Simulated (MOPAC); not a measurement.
**Run report: AlBH$_{4}$O (charge +1), geometry relaxation**

The run: geometry relaxation of AlBH$_{4}$O, charge +1, multiplicity 2. Method and program: PM6-D3H4, unrestricted, dispersion D3H4, COSMO solvent thf (MOPAC 23.2.5).

The geometry comes from this level: GFN2-xTB.

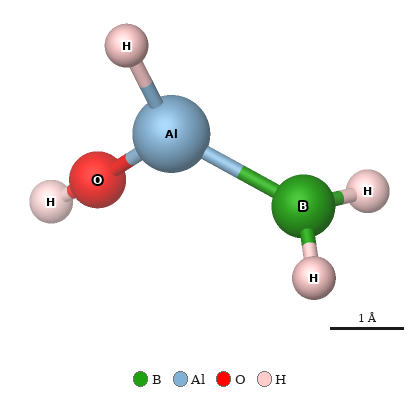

*The input geometry (ball-and-stick view, seen at a tilt). Sticks mark near contacts.*

**Results in brief**

| quantity | value |
| --- | --- |
| outcome | converged |
| total energy | −16.323189 hartree |
| dispersion energy | −0.000546 hartree |
| heat of formation | 149.46 kcal/mol |
| basis functions | 21 |
| largest force | 0.046 eV/Å |
| ⟨S²⟩ | 0.755 |
| hardware | 1 thread of Arm Neoverse V2, 24 GiB of memory available, shared host |
| wall time | 1.4 s |
| peak memory | 0.12 GiB |

**Remarks**

MOPAC's energies along a path are heats of formation.

**The input (job.py)**
```python
from ase.calculators.mopac import MOPAC
from ase.optimize import BFGS
from ase.io import read

atoms = read("mol.xyz")
calc = MOPAC(label="job", method="PM6-D3H4", task="1SCF GRADIENTS EPS=7.43 AUX(PRECISION=6) THREADS=1 UHF DOUBLET", charge=1)
atoms.calc = calc
opt = BFGS(atoms, trajectory="opt.traj")
done = opt.run(fmax=0.05, steps=80)
print("converged:", done)
epot = atoms.get_potential_energy()
print("energy / eV: %.6f" % epot)
print("dipole (e A):", atoms.get_dipole_moment().round(4))
print("heat of formation (kcal/mol): %.4f" % (calc.get_final_heat_of_formation() / 0.0433641153))
print("final positions (A):")
for atom in atoms:
    print(f"{atom.symbol:2s} {atom.x:11.6f} {atom.y:11.6f} {atom.z:11.6f}")
```

**File mol.xyz**
```
7

B     -1.276330     0.390210    -0.616900
Al     0.293470     0.169610     0.715270
O      1.527280    -0.750450     0.118600
H     -2.100460    -0.438490    -0.762690
H     -1.279440     1.207970    -1.464530
H      0.561000     0.690520     2.159840
H      2.274470    -1.269380    -0.149600
```

Command:
```bash
export ASE_MOPAC_COMMAND="mopac PREFIX.mop > /dev/null 2>&1"
python job.py
```

**What the program printed**
```
Step          Energy          fmax
BFGS:    0         7.995937        2.227105
BFGS:    1         7.820738        1.628293
BFGS:    2         7.468442        1.411930
BFGS:    3         7.380301        1.244335
BFGS:    4         7.310589        0.775174
BFGS:    5         7.279383        0.923774
BFGS:    6         7.180790        1.639984
BFGS:    7         7.107077        2.927841
BFGS:    8         6.972802        2.129631
BFGS:    9         6.715997        1.286252
BFGS:   10         6.565354        1.130333
BFGS:   11         6.529069        0.824584
BFGS:   12         6.501662        0.449995
BFGS:   13         6.487884        0.170123
BFGS:   14         6.486986        0.147465
BFGS:   15         6.483595        0.176561
BFGS:   16         6.481977        0.190948
BFGS:   17         6.483879        0.104345
BFGS:   18         6.483524        0.083696
BFGS:   19         6.478851        0.077574
BFGS:   20         6.483406        0.108466
BFGS:   21         6.480710        0.094810
BFGS:   22         6.476750        0.062905
BFGS:   23         6.481208        0.045968
converged: True
energy / eV: 6.481208
dipole (e A): [-0.6927  0.4176  0.2292]
heat of formation (kcal/mol): 149.4602
final positions (A):
B    -1.287111    0.352788   -0.711919
Al    0.375152    0.117758    0.673938
O     1.343476   -0.828470   -0.375823
H    -1.956063   -0.585871   -0.450849
H    -0.983171    1.342633   -1.281628
H     0.310944    0.756189    2.090329
H     2.196762   -1.155037    0.055942
```

**Trajectory as extended XYZ (Å, eV, eV/Å), 24 frames, from step=0 to step=23**
```
7
Properties=species:S:1:pos:R:3:forces:R:3 step=0 energy=7.99594
B    -1.2763    0.3902   -0.6169   -1.3180  -0.0993  -1.7925
Al    0.2935    0.1696    0.7153    0.1672  -0.0253   0.1472
O     1.5273   -0.7504    0.1186    1.2339  -0.9985  -0.7941
H    -2.1005   -0.4385   -0.7627    0.1405  -0.8017   1.1791
H    -1.2794    1.2080   -1.4645    1.0038   0.9156   0.4437
H     0.5610    0.6905    2.1598   -0.3880   0.5067   0.6833
H     2.2745   -1.2694   -0.1496   -0.8395   0.5025   0.1333
7
Properties=species:S:1:pos:R:3:forces:R:3 step=1 energy=7.82074
B    -1.2952    0.3888   -0.6425   -0.9211  -0.1171  -1.3376
Al    0.2959    0.1692    0.7174    0.7190  -0.3251   0.1304
O     1.5449   -0.7647    0.1073    0.2593  -0.2994  -0.4217
H    -2.0985   -0.4499   -0.7458   -0.0479  -0.9350   1.0664
H    -1.2651    1.2211   -1.4582    0.9421   1.0405   0.2161
H     0.5555    0.6978    2.1696   -0.4552   0.3728   0.3155
H     2.2625   -1.2622   -0.1477   -0.4964   0.2633   0.0309
7
Properties=species:S:1:pos:R:3:forces:R:3 step=2 energy=7.46844
B    -1.3614    0.3815   -0.7366    0.1489  -0.1498  -0.1820
Al    0.3328    0.1534    0.7261    0.5484  -0.1500   0.2865
O     1.5783   -0.7960    0.0737   -1.2330   0.6877   0.0169
H    -2.0983   -0.5080   -0.6751   -0.1549  -0.7102   0.6388
H    -1.2033    1.2860   -1.4404    0.5856   0.7659   0.0082
H     0.5272    0.7241    2.1962   -0.5124   0.0125  -0.5318
H     2.2246   -1.2411   -0.1439    0.6174  -0.4561  -0.2366
7
Properties=species:S:1:pos:R:3:forces:R:3 step=3 energy=7.38030
B    -1.3809    0.3770   -0.7705    0.3056  -0.1368   0.0603
Al    0.3487    0.1486    0.7338    0.1171   0.0539   0.2337
O     1.5739   -0.7984    0.0614   -1.1043   0.5527  -0.1531
H    -2.0995   -0.5362   -0.6426    0.0572  -0.3038   0.4207
H    -1.1746    1.3173   -1.4333    0.3789   0.3331   0.1476
H     0.5106    0.7330    2.1974   -0.4675  -0.0104  -0.5240
H     2.2219   -1.2412   -0.1462    0.7131  -0.4887  -0.1853
7
Properties=species:S:1:pos:R:3:forces:R:3 step=4 energy=7.31059
B    -1.3925    0.3703   -0.7992    0.3787  -0.0835   0.2662
Al    0.3595    0.1483    0.7450   -0.3412   0.2067   0.0452
O     1.5527   -0.7933    0.0446   -0.4713   0.0224  -0.6150
H    -2.0971   -0.5636   -0.6065    0.3045   0.1443   0.1655
H    -1.1430    1.3478   -1.4220    0.1512  -0.1767   0.2998
H     0.4871    0.7409    2.1894   -0.4049   0.0919  -0.2273
H     2.2332   -1.2505   -0.1512    0.3830  -0.2052   0.0656
7
Properties=species:S:1:pos:R:3:forces:R:3 step=5 energy=7.27938
B    -1.3887    0.3661   -0.8044    0.3707  -0.0432   0.3377
Al    0.3576    0.1520    0.7505   -0.3453   0.0983  -0.1780
O     1.5338   -0.7897    0.0269   -0.2309  -0.2142  -0.8684
H    -2.0908   -0.5720   -0.5895    0.3781   0.2703   0.0740
H    -1.1279    1.3567   -1.4124    0.0829  -0.3324   0.3289
H     0.4701    0.7455    2.1811   -0.3720   0.1957   0.0368
H     2.2460   -1.2587   -0.1522    0.1164   0.0256   0.2689
7
Properties=species:S:1:pos:R:3:forces:R:3 step=6 energy=7.18079
B    -1.3661    0.3538   -0.8058    0.2899   0.0650   0.4747
Al    0.3463    0.1620    0.7582   -0.0633  -0.2530  -0.5957
O     1.4722   -0.7836   -0.0442    0.2264  -0.7069  -1.4624
H    -2.0645   -0.5874   -0.5428    0.4892   0.4543  -0.1172
H    -1.0856    1.3717   -1.3790   -0.0319  -0.6056   0.3325
H     0.4141    0.7631    2.1599   -0.3024   0.4069   0.5886
H     2.2836   -1.2796   -0.1464   -0.6078   0.6393   0.7795
7
Properties=species:S:1:pos:R:3:forces:R:3 step=7 energy=7.10708
B    -1.3195    0.3328   -0.7990    0.0967   0.2482   0.6898
Al    0.3300    0.1732    0.7626    0.7429  -1.0176  -1.3545
O     1.3602   -0.7819   -0.1974    1.2037  -1.1327  -1.1277
H    -2.0095   -0.6094   -0.4601    0.6155   0.6744  -0.4275
H    -1.0092    1.3900   -1.3139   -0.1959  -0.9581   0.2651
H     0.3069    0.8015    2.1299   -0.1899   0.5599   1.0820
H     2.3411   -1.3063   -0.1221   -2.2731   1.6260   0.8727
7
Properties=species:S:1:pos:R:3:forces:R:3 step=8 energy=6.97280
B    -1.3222    0.3404   -0.7846    0.1175   0.1549   0.4793
Al    0.3359    0.1643    0.7503    0.5570  -0.5532  -0.5399
O     1.3921   -0.7878   -0.1672    0.6529  -0.9422  -1.4342
H    -2.0170   -0.5922   -0.4905    0.4113   0.3592  -0.1985
H    -1.0352    1.3705   -1.3286   -0.0413  -0.5599   0.1933
H     0.3329    0.7941    2.1420   -0.2187   0.3382   0.5504
H     2.3135   -1.2894   -0.1214   -1.4787   1.2030   0.9495
7
Properties=species:S:1:pos:R:3:forces:R:3 step=9 energy=6.71600
B    -1.2975    0.3416   -0.7519    0.0999   0.0992   0.3066
Al    0.3519    0.1455    0.7273    0.6486  -0.2405   0.2475
O     1.3839   -0.8112   -0.2371   -0.0989  -0.3432  -1.0151
H    -1.9875   -0.5761   -0.4869    0.0601  -0.1066   0.0029
H    -1.0259    1.3452   -1.3075    0.1145  -0.0161  -0.0373
H     0.3007    0.8113    2.1472   -0.1120  -0.1033  -0.3060
H     2.2743   -1.2563   -0.0911   -0.7122   0.7105   0.8015
7
Properties=species:S:1:pos:R:3:forces:R:3 step=10 energy=6.56535
B    -1.2557    0.3371   -0.7124    0.0809   0.0683   0.2456
Al    0.3841    0.1193    0.7062    0.5596  -0.1615   0.2217
O     1.3344   -0.8435   -0.3878   -0.1335   0.3290   0.6229
H    -1.9317   -0.5730   -0.4463   -0.2590  -0.4254   0.0597
H    -0.9789    1.3278   -1.2588    0.1513   0.3735  -0.2861
H     0.2195    0.8435    2.1344    0.2066  -0.5636  -0.9578
H     2.2283   -1.2112   -0.0352   -0.6058   0.3796   0.0941
7
Properties=species:S:1:pos:R:3:forces:R:3 step=11 energy=6.52907
B    -1.2659    0.3408   -0.7162    0.1212   0.0395   0.2548
Al    0.3927    0.1176    0.7120    0.2984  -0.0737   0.1223
O     1.3523   -0.8425   -0.3604   -0.6511   0.4084   0.0842
H    -1.9443   -0.5778   -0.4553   -0.1229  -0.2435   0.0325
H    -0.9865    1.3331   -1.2721    0.1063   0.1975  -0.1633
H     0.2388    0.8310    2.1280    0.1473  -0.4159  -0.6966
H     2.2129   -1.2022   -0.0360    0.1009   0.0876   0.3661
7
Properties=species:S:1:pos:R:3:forces:R:3 step=12 energy=6.50166
B    -1.2597    0.3429   -0.7039    0.0165   0.0296   0.1170
Al    0.3987    0.1155    0.7127    0.1237  -0.0191   0.0558
O     1.3437   -0.8368   -0.3587   -0.3938   0.1934  -0.1003
H    -1.9457   -0.5795   -0.4587   -0.0558  -0.1530   0.0415
H    -0.9872    1.3325   -1.2761    0.0900   0.1240  -0.0842
H     0.2436    0.8200    2.1107    0.1056  -0.2315  -0.3359
H     2.2065   -1.1946   -0.0259    0.1138   0.0567   0.3060
7
Properties=species:S:1:pos:R:3:forces:R:3 step=13 energy=6.48788
B    -1.2515    0.3446   -0.6895   -0.0815   0.0331  -0.0243
Al    0.4094    0.1105    0.7116   -0.1208   0.0335  -0.1150
O     1.3269   -0.8334   -0.3749   -0.0134  -0.0002  -0.0572
H    -1.9417   -0.5852   -0.4541    0.0314  -0.0065   0.0198
H    -0.9787    1.3343   -1.2751    0.0349  -0.0176   0.0194
H     0.2403    0.8101    2.0885    0.0881  -0.0492   0.0525
H     2.1953   -1.1809   -0.0067    0.0613   0.0069   0.1049
7
Properties=species:S:1:pos:R:3:forces:R:3 step=14 energy=6.48699
B    -1.2526    0.3450   -0.6899   -0.0796   0.0285  -0.0223
Al    0.4078    0.1110    0.7101   -0.1110   0.0386  -0.0891
O     1.3262   -0.8331   -0.3756    0.0272  -0.0180  -0.0448
H    -1.9412   -0.5857   -0.4534    0.0267  -0.0064   0.0180
H    -0.9779    1.3345   -1.2747    0.0321  -0.0119   0.0145
H     0.2412    0.8094    2.0890    0.0883  -0.0575   0.0327
H     2.1964   -1.1811   -0.0054    0.0163   0.0267   0.0909
7
Properties=species:S:1:pos:R:3:forces:R:3 step=15 energy=6.48360
B    -1.2636    0.3490   -0.6934   -0.0402  -0.0024  -0.0169
Al    0.3971    0.1142    0.6985   -0.0609   0.0495   0.0194
O     1.3252   -0.8320   -0.3791    0.1618  -0.0680   0.0190
H    -1.9391   -0.5895   -0.4498   -0.0038   0.0070   0.0080
H    -0.9722    1.3357   -1.2740    0.0021   0.0098  -0.0012
H     0.2530    0.8005    2.0905    0.0790  -0.0858  -0.0528
H     2.1995   -1.1779    0.0072   -0.1379   0.0899   0.0245
7
Properties=species:S:1:pos:R:3:forces:R:3 step=16 energy=6.48198
B    -1.2760    0.3536   -0.6965    0.0066  -0.0262  -0.0298
Al    0.3865    0.1177    0.6874   -0.0144   0.0331   0.0715
O     1.3278   -0.8312   -0.3792    0.1740  -0.0690   0.0279
H    -1.9388   -0.5930   -0.4484   -0.0296   0.0248   0.0058
H    -0.9684    1.3368   -1.2754   -0.0275   0.0202  -0.0016
H     0.2694    0.7881    2.0906    0.0555  -0.0796  -0.0782
H     2.1995   -1.1721    0.0215   -0.1646   0.0967   0.0044
7
Properties=species:S:1:pos:R:3:forces:R:3 step=17 energy=6.48388
B    -1.2872    0.3580   -0.6989    0.0432  -0.0464  -0.0471
Al    0.3782    0.1204    0.6782    0.0169   0.0070   0.0662
O     1.3326   -0.8309   -0.3777    0.0953  -0.0326   0.0080
H    -1.9401   -0.5954   -0.4486   -0.0450   0.0398   0.0096
H    -0.9668    1.3375   -1.2780   -0.0504   0.0244   0.0068
H     0.2870    0.7746    2.0890    0.0281  -0.0479  -0.0494
H     2.1963   -1.1643    0.0360   -0.0881   0.0557   0.0059
7
Properties=species:S:1:pos:R:3:forces:R:3 step=18 energy=6.48352
B    -1.2896    0.3587   -0.6999    0.0496  -0.0457  -0.0496
Al    0.3769    0.1209    0.6768    0.0144  -0.0149   0.0161
O     1.3357   -0.8309   -0.3758    0.0115   0.0025  -0.0251
H    -1.9420   -0.5950   -0.4498   -0.0444   0.0396   0.0127
H    -0.9684    1.3378   -1.2795   -0.0505   0.0230   0.0110
H     0.2936    0.7695    2.0878    0.0163  -0.0189   0.0019
H     2.1937   -1.1609    0.0405    0.0031   0.0143   0.0329
7
Properties=species:S:1:pos:R:3:forces:R:3 step=19 energy=6.47885
B    -1.2895    0.3582   -0.7010    0.0425  -0.0384  -0.0449
Al    0.3769    0.1206    0.6764    0.0070  -0.0268  -0.0166
O     1.3373   -0.8309   -0.3754   -0.0309   0.0219  -0.0397
H    -1.9437   -0.5940   -0.4503   -0.0407   0.0361   0.0116
H    -0.9703    1.3382   -1.2801   -0.0445   0.0214   0.0097
H     0.2969    0.7669    2.0872    0.0105  -0.0049   0.0271
H     2.1925   -1.1590    0.0432    0.0561  -0.0093   0.0528
7
Properties=species:S:1:pos:R:3:forces:R:3 step=20 energy=6.48341
B    -1.2902    0.3569   -0.7047    0.0218  -0.0115  -0.0340
Al    0.3749    0.1202    0.6734    0.0080  -0.0332  -0.0277
O     1.3406   -0.8303   -0.3755   -0.0542   0.0341  -0.0381
H    -1.9480   -0.5914   -0.4509   -0.0368   0.0171   0.0102
H    -0.9746    1.3395   -1.2811   -0.0316   0.0164   0.0037
H     0.3065    0.7592    2.0864   -0.0042   0.0148   0.0555
H     2.1908   -1.1542    0.0523    0.0971  -0.0377   0.0304
7
Properties=species:S:1:pos:R:3:forces:R:3 step=21 energy=6.48071
B    -1.2882    0.3549   -0.7075   -0.0021   0.0035  -0.0083
Al    0.3755    0.1194    0.6745    0.0092  -0.0272  -0.0242
O     1.3418   -0.8298   -0.3748   -0.0450   0.0250  -0.0406
H    -1.9508   -0.5893   -0.4511   -0.0228   0.0085   0.0036
H    -0.9778    1.3406   -1.2812   -0.0185   0.0092  -0.0032
H     0.3072    0.7590    2.0878   -0.0062   0.0097   0.0431
H     2.1924   -1.1549    0.0522    0.0854  -0.0287   0.0295
7
Properties=species:S:1:pos:R:3:forces:R:3 step=22 energy=6.47675
B    -1.2866    0.3532   -0.7101   -0.0182   0.0184   0.0159
Al    0.3760    0.1184    0.6753    0.0104  -0.0217  -0.0183
O     1.3425   -0.8293   -0.3752   -0.0207   0.0165  -0.0261
H    -1.9536   -0.5873   -0.4508   -0.0103   0.0035  -0.0047
H    -0.9808    1.3418   -1.2812   -0.0085  -0.0002  -0.0092
H     0.3076    0.7590    2.0895   -0.0070  -0.0043   0.0132
H     2.1949   -1.1558    0.0524    0.0544  -0.0122   0.0291
7
Properties=species:S:1:pos:R:3:forces:R:3 step=23 energy=6.48121
B    -1.2871    0.3528   -0.7119   -0.0295   0.0241   0.0258
Al    0.3752    0.1178    0.6739    0.0138  -0.0105   0.0157
O     1.3435   -0.8285   -0.3758    0.0284  -0.0061  -0.0062
H    -1.9561   -0.5859   -0.4508   -0.0043   0.0008  -0.0079
H    -0.9832    1.3426   -1.2816   -0.0012  -0.0010  -0.0141
H     0.3109    0.7562    2.0903   -0.0127  -0.0103  -0.0061
H     2.1968   -1.1550    0.0559    0.0054   0.0030  -0.0071
```

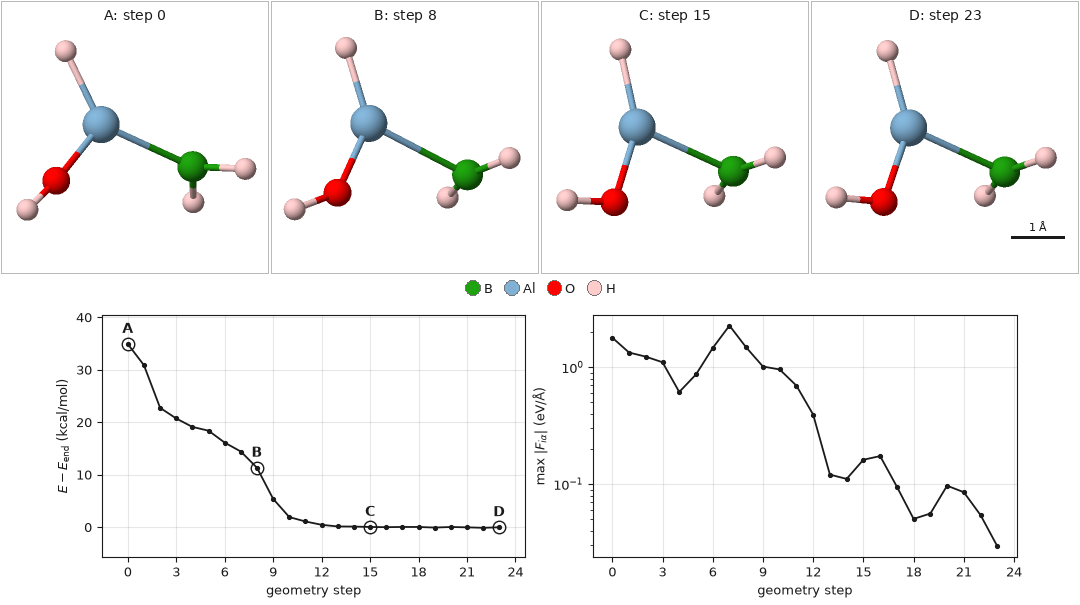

*Frames of the relaxation (ball-and-stick view, seen at a tilt) above the curves, on which the letters mark them (steps are counted from 0).*

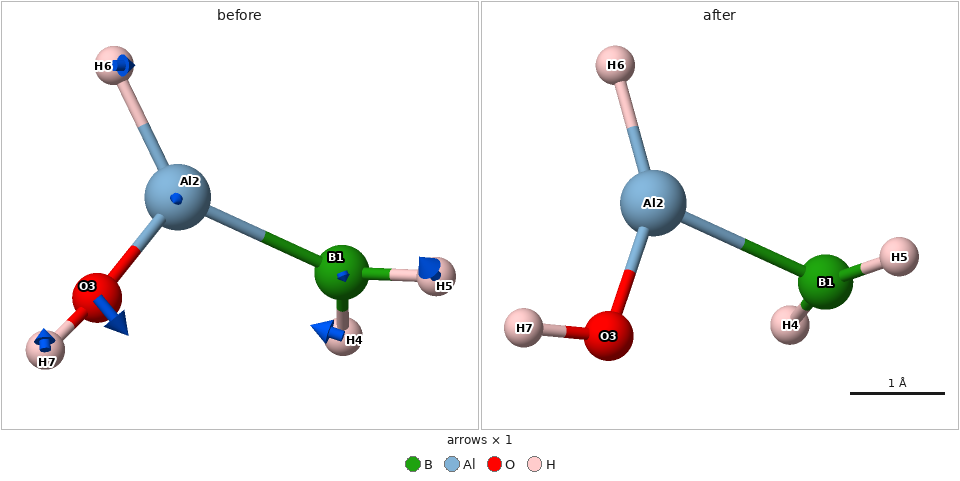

*Before (left) and after (right) the relaxation, at one scale (ball-and-stick view, seen at a tilt). The blue arrows give the displacements, at true length.*

The largest move after the best rigid fit is that of O3, 0.53 Å. By element the largest moves are O 0.53 Å, H 0.37 Å, B 0.11 Å, Al 0.10 Å. Among the contacts that change: B1–Al2 2.071 → 2.177 Å, Al2–O3 1.651 → 1.713 Å, O3–H7 0.948 → 1.011 Å, B1–H4 1.178 → 1.182 Å. Among the angles that change: Al2–O3–H7 174.9° → 113.2°, H4–B1–H5 113.4° → 156.5°, O3–Al2–H6 113.1° → 143.9°. Over 23 geometry steps the energy falls by 34.9 kcal/mol. Largest force component: 1.8 eV/Å at the start, 0.029 eV/Å at the end. (Atoms are counted from 1 in the order of the input.)
